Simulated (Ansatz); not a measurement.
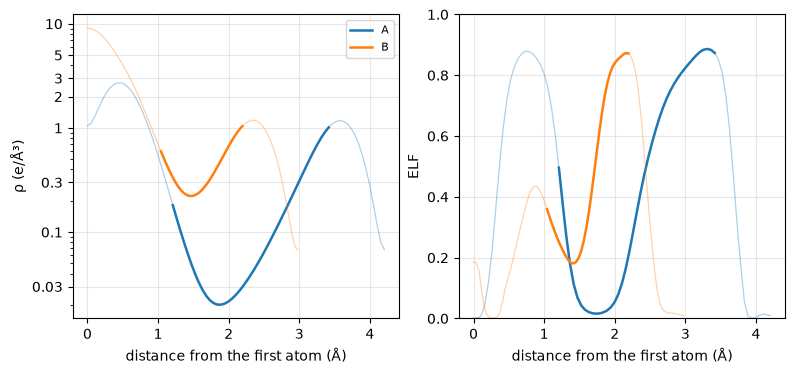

*SrTlBr3. Valence electron density and ELF along straight lines between neighbouring atoms. Thin, pale parts lie inside the atomic spheres.*

Space group Pm-3m; a structure generated by program, which may or may not match a known phase.

Method: DFT PBE, scalar-relativistic, plane waves, PAW in Ansatz 0.2.0.

In a PAW calculation such maps are meaningful between the atoms, not at the nuclei.

Question: Which curve belongs to which contact (Sr–Br and Tl–Br)? The first atom named is at distance zero.

Answer: Curve A: Sr–Br (4.20 Å): ρ at the midpoint is about 0.02 e/Å³, with its minimum of 0.02 e/Å³ about 1.9 Å from Sr; the ELF is about 0.10 at the midpoint; no localised pair shows between them. Curve B: Tl–Br (2.97 Å): ρ at the midpoint is about 0.22 e/Å³; the ELF is about 0.20 at the midpoint: no shared electron pair shows on this line.
